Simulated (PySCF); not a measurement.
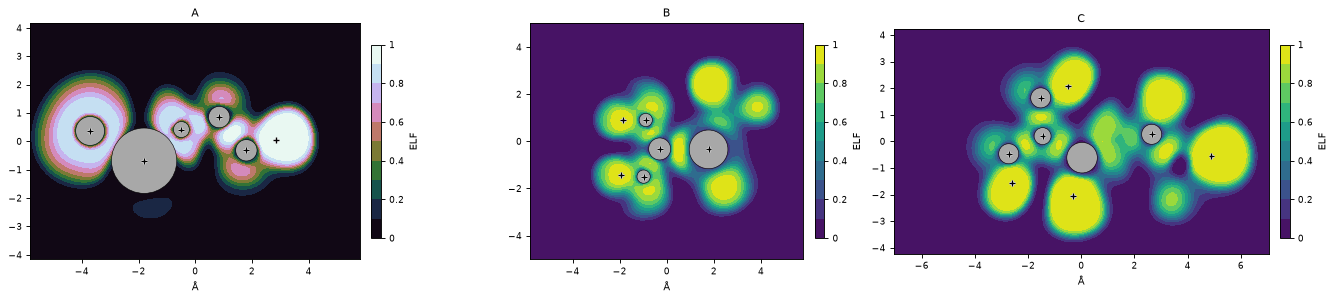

The electron localisation function of 3 systems, each on a plane through atoms (crosses mark nuclei in the plane; grey discs cover the cores).

Theory: CAM-B3LYP/def2-SVPD, SCF density, gas phase in PySCF.

System 1: C2H5Cl3OTi, the plane of atoms O2, C3 and C4. Geometry: PBE0-D3(BJ)/def2-SVP.

```xyz
12

Ti    0.7176    0.1369   -1.8576
O    -0.3816    0.4670   -0.5858
C    -0.9533    0.3983    0.6959
C    -0.1143   -0.4559    1.6199
H    -1.0455    1.4304    1.0738
H    -1.9718   -0.0103    0.5831
H    -0.5697   -0.4953    2.6206
H    -0.0372   -1.4836    1.2343
H     0.9009   -0.0420    1.7151
Cl    2.7073    0.6967   -1.1666
Cl    0.2179    1.2861   -3.6434
Cl    0.6453   -2.0108   -2.2383
```

System 2: C4H15BN2Si (SMILES BCN(C)[SiH2]N(C)C), the plane of atoms N6, C8 and H23. Geometry: PBE0-D3(BJ)/def2-SVP.

```xyz
23

B    -3.5372   -0.0483   -0.3618
C    -2.2030   -0.8404   -0.2064
N    -1.0037   -0.1282    0.1868
C    -1.0234    0.3710    1.5372
Si    0.2259    0.3649   -0.9275
N     1.7743    0.1686   -0.1762
C     2.8614    1.0978   -0.3315
C     2.1334   -1.0780    0.4495
H    -3.5834    1.1581   -0.2726
H    -4.5518   -0.6566   -0.6232
H    -2.3691   -1.7296    0.4433
H    -2.0544   -1.3000   -1.2085
H    -1.1502   -0.4519    2.2678
H    -1.8427    1.0963    1.7130
H    -0.0712    0.8713    1.7693
H    -0.0477   -0.4842   -2.1362
H     0.2188    1.8044   -1.3502
H     2.5047    2.0368   -0.7803
H     3.3195    1.3460    0.6456
H     3.6703    0.7036   -0.9789
H     2.8652   -1.6599   -0.1465
H     2.5823   -0.9110    1.4474
H     1.2371   -1.7010    0.5912
```

System 3: CH9BGe2O2, the plane of atoms O3, B2 and Ge4. Geometry: PBE0-D3(BJ)/def2-SVP.

```xyz
15

O    -2.3099    0.8968    0.5006
B    -2.1837   -0.4556    0.5947
O    -2.9962   -1.2506    1.3381
Ge   -0.6273   -1.3057   -0.4827
C     0.8116    0.0209   -0.6633
Ge    1.6344    0.4925    1.0426
H    -3.0255    1.2841    1.0198
H    -3.7029   -0.7933    1.8097
H    -0.0668   -2.5690    0.2069
H    -1.0918   -1.7333   -1.8953
H     1.5901   -0.3452   -1.3498
H     0.3731    0.9307   -1.1029
H     0.5584    0.9732    2.0382
H     2.3368   -0.7371    1.6534
H     2.6775    1.6170    0.8733
```

### Match each panel to its system.

Panel A is system 1, C2H5Cl3OTi: the plane holds Ti, O, C, H and Cl. C–O (1.41 Å): the ELF peaks at about 0.90 between the atoms: a shared but strongly polarised pair. Panel B is system 3, CH9BGe2O2: the plane holds O, B, Ge and H. B–O (1.36 Å): the ELF peaks at about 0.90 between the atoms: a polar covalent bond. Panel C is system 2, C4H15BN2Si: the plane holds C, N and H. C–N (1.44 Å): the ELF peaks at about 0.95 between the atoms, as expected for localised, covalent bonding.
